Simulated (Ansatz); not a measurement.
# GeO2 (charge −1, doublet): what the fields show

Input file:

```
crystal:
  periodic: [false, false, false]
  atoms:
    - {symbol: Ge, position_ang: [0.462591, -0.056737, 0.012842]}
    - {symbol: O, position_ang: [-0.424351, -1.523022, 0.093607]}
    - {symbol: O, position_ang: [-0.038239, 1.579759, -0.106449]}
basis:
  gaussian: {orbitals: def2-TZVPD, initial_orbitals: start.molden}
total_charge: -1
magnetization: {spin_polarized: true, initial_magnetization: 1}
hamiltonian: {xc: pbe0, dispersion: d4}
scf: {omitted_lower_state_checks: [starts]}
output: {forces: true, orbitals: {seedname: orbitals}}
```

Launched as:

```sh
ansatz run in.yaml --threads 4 --pin off --events-out ev --progress --plain --max-ram 3916MiB
```

Geometry: PBE-D4/def2-TZVPD; not at a stationary point (largest force 0.9 eV/Å).

Theory: Ansatz 0.2.0, UKS PBE0-D4/def2-TZVPD.

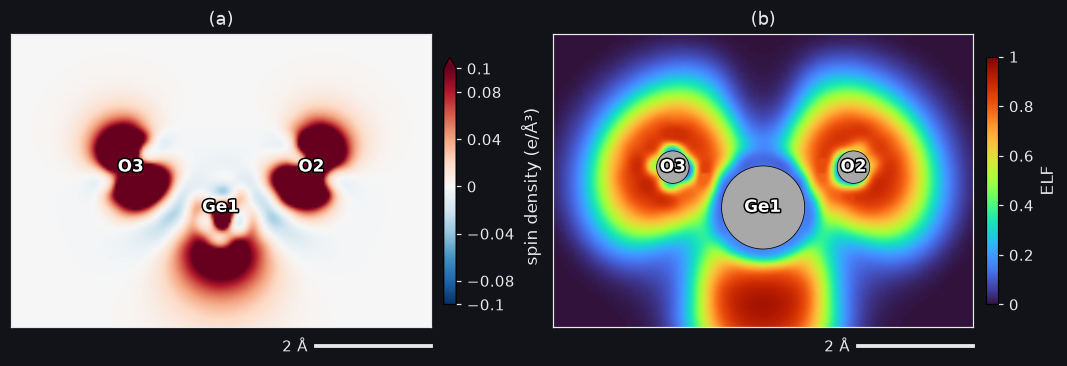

Figure 1. (a) spin density (α minus β); (b) ELF on the molecular plane. Grey discs cover the atomic cores in the ELF map.

What do the fields say about this system?

The section cuts through Ge and O sites. Ge–O (1.72 Å): the ELF peaks at about 0.80 in the valence shell of O, 0.6 Å from its nucleus, and is about 0.30 at the midpoint. The ELF also peaks beside O3 and O2, away from the bonds: non-bonding electrons, paired or unpaired. The unpaired spin (1 electron) lies mostly on Ge1 (about 0.5), O2 (about 0.3) and O3 (about 0.3), in electrons by Hirshfeld's partition.

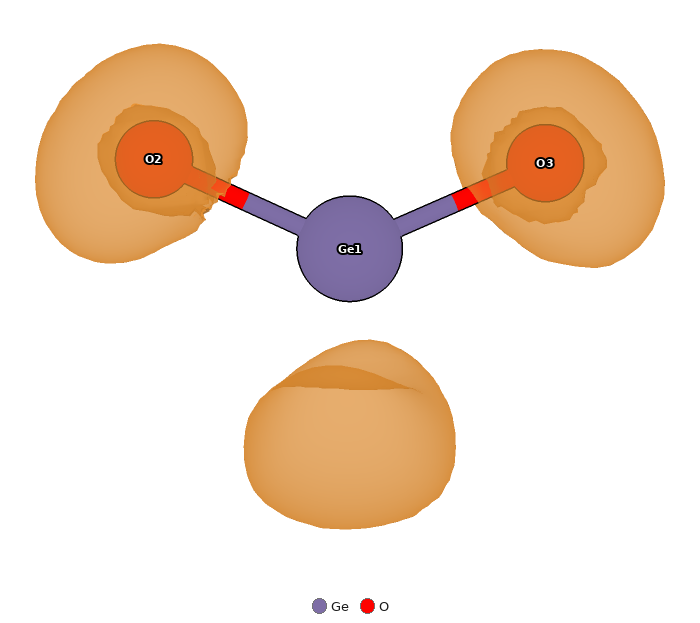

Figure 2. Isosurface of the electron localisation function at 0.75 (orange), seen across its widest extent. Core shells and regions of very low density are left out.

Where are the electrons localised?

The ELF exceeds this value in one lobe on Ge, pointing away from the bonds (non-bonding electrons) and two regions wrapped around O (the valence shell of each).

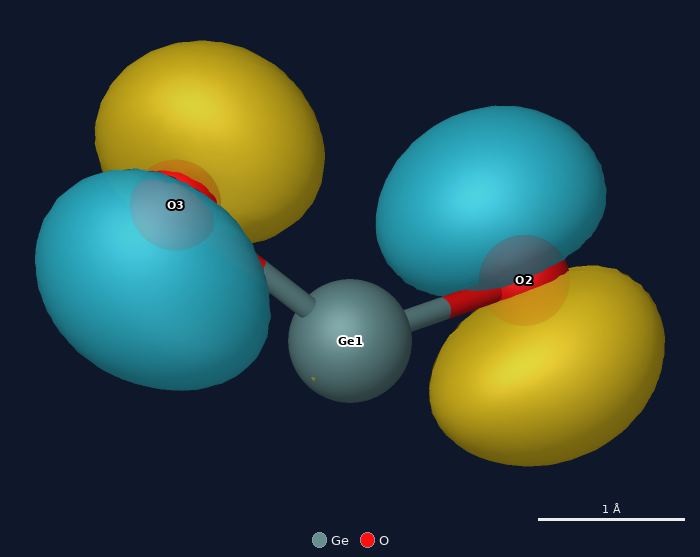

Figure 3. The HOMO (β) at ±0.15 Å⁻³ᐟ² (yellow and cyan are the two phases), seen at an oblique angle.

What is the character of this orbital?

It lies mainly on O2 (about 45 %), O3 (about 45 %) and Ge1 (about 15 %); it is symmetric in the molecular plane (an in-plane orbital: σ, lone-pair or in-plane π type); largely a combination of lone pairs on O2 and O3. Its energy is −1.99 eV.
